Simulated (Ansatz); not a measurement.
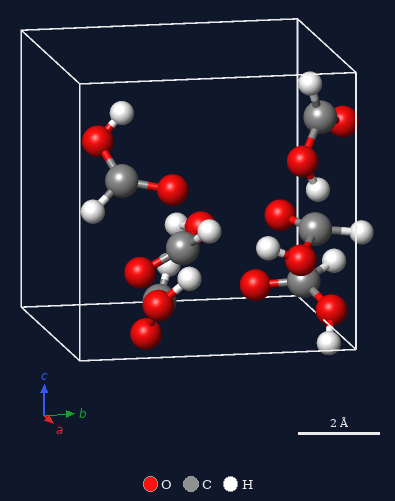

Starting frame of a dynamics run of a periodic cell with 6 HCOOH at 1.348 g/cm³. It starts from the last geometry of an earlier run, with fresh velocities. The picture is a ball-and-stick view of the simulation cell, seen slightly off an axis.

These are results of DFT PBE, scalar-relativistic, plane waves, PAW (Ansatz), not measurements.

Input file:
```yaml
accuracy: low
crystal:
  lattice:
    - [6.9809, 0.0, 0.0]
    - [0.0, 6.9809, 0.0]
    - [0.0, 0.0, 6.9809]
  atoms:
    - { symbol: O, position: [0.34867673, 0.41776828, 1.05288247] }
    - { symbol: C, position: [0.15716566, 0.46238495, 1.03146953] }
    - { symbol: O, position: [0.06020788, 0.43411011, 0.8938019] }
    - { symbol: H, position: [0.39175846, 0.52106949, 1.15356063] }
    - { symbol: H, position: [0.09085373, 0.50899563, 1.1464306] }
    - { symbol: O, position: [0.41019114, 0.03118003, 0.02283247] }
    - { symbol: C, position: [0.2641433, -0.03809688, 0.10276485] }
    - { symbol: O, position: [0.19621922, -0.19800203, 0.08162888] }
    - { symbol: H, position: [0.5162551, -0.00062074, -0.07405845] }
    - { symbol: H, position: [0.17439452, 0.09065, 0.15331929] }
    - { symbol: O, position: [0.77725239, 0.84331512, 0.28194491] }
    - { symbol: C, position: [0.61482252, 0.92920204, 0.35953038] }
    - { symbol: O, position: [0.48721732, 0.82979725, 0.38908917] }
    - { symbol: H, position: [0.79779197, 0.72001823, 0.33438521] }
    - { symbol: H, position: [0.62054929, 1.09562441, 0.34205656] }
    - { symbol: O, position: [0.76794899, 0.48292639, 0.41470862] }
    - { symbol: C, position: [0.91783565, 0.38534368, 0.37167588] }
    - { symbol: O, position: [0.91042496, 0.23244062, 0.28786527] }
    - { symbol: H, position: [0.60613436, 0.43001502, 0.39439293] }
    - { symbol: H, position: [1.0481342, 0.45434755, 0.45494355] }
    - { symbol: O, position: [0.96227202, 0.80974745, 0.67631271] }
    - { symbol: C, position: [0.8595912, 0.89543446, 0.812699] }
    - { symbol: O, position: [0.73064557, 1.0053352, 0.76762776] }
    - { symbol: H, position: [0.9098448, 0.87637557, 0.56107079] }
    - { symbol: H, position: [0.92946773, 0.84387384, 0.94952452] }
    - { symbol: O, position: [0.22969113, 0.22346181, 0.63062874] }
    - { symbol: C, position: [0.36259279, 0.283028, 0.51100443] }
    - { symbol: O, position: [0.41106962, 0.45638104, 0.48039046] }
    - { symbol: H, position: [0.2218535, 0.31221127, 0.72757827] }
    - { symbol: H, position: [0.40507265, 0.16857334, 0.41300414] }
basis:
  ecutwfc: 420.0
kpoints:
  mp_grid: { grid: [1, 1, 1] }
hamiltonian:
  xc: pbe
scf:
  occupations: { method: fermi_dirac, width: 0.05 }
  lower_state_search: "off"
md:
  timestep: 0.5
  n_steps: 300
  ensemble: npt_langevin
  temperature: 1500.0
  initial_velocities: maxwell_boltzmann
  seed: 199967
  friction: 0.01
  pressure: 0.0
  fix_cell: [angles]
```

Launched with:
```bash
ansatz run input.yaml --threads 1 --pin off --max-ram 3072MiB --backend cpu --events-out ev --progress --plain --runs-dir out
```

Question: What does the trajectory do?

Answer: The mean temperature in the second half is 1277 K (standard deviation 121 K). The potential energy in the second half lies on average 1.0 meV per atom above the first frame. The mean pressure there is 0.9 GPa. The volume ends +45.8 % from the start. Root-mean-square distances from the starting positions over the second half, with the common drift of all atoms taken out: H 1.34 Å, O 1.01 Å, C 0.79 Å. The heavy atoms stay within a fraction of a molecule's size of their starting places; so short a run doesn't tell a liquid from a solid. Bond changes: one H–O bond forms at about 32 fs; one H–O bond breaks at about 58 fs. The conserved quantity stays between −0.57 and 0.23 meV per atom of its start. A straight-line fit has a slope that amounts to −0.14 meV per atom over 150 fs (under 0.1 % of the mean kinetic energy), and the ripple about it is 0.7 % of the kinetic energy's fluctuation. With a drift under 2 % and a ripple under 7 %, the integration is accurate.

Along the run (each row but the first and the last is the mean over the interval that it begins):

```
time (fs)  potential energy (meV/atom)  T (K)  p (GPa)
      0.0                          0.0   1450      5.6
     25.0                         25.6   1395      3.3
     50.0                          8.9   1440      2.7
     75.0                          3.2   1344      0.4
    100.0                          3.0   1248      1.9
    125.0                         -2.8   1236      0.4
    150.0                        -12.2   1425     -0.3
```

The paths of the atoms:

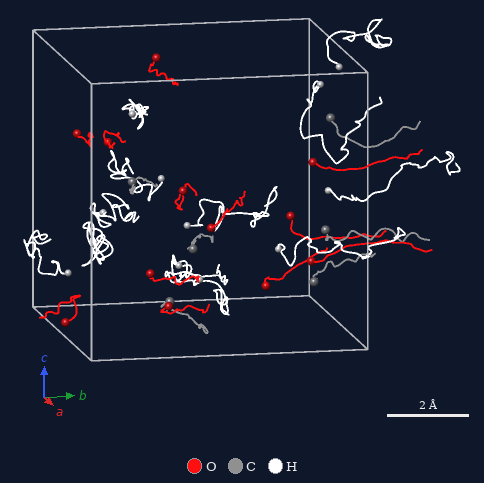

Limits of the set-up: the program's low-accuracy preset was used; the periodic images lie only 7.0 Å apart, so the values are limited by the cell's size.

Cost: 20 min on 1 thread of Intel(R) Xeon(R) Processor @ 2.70GHz (shared host), peak memory 0.54 GiB.
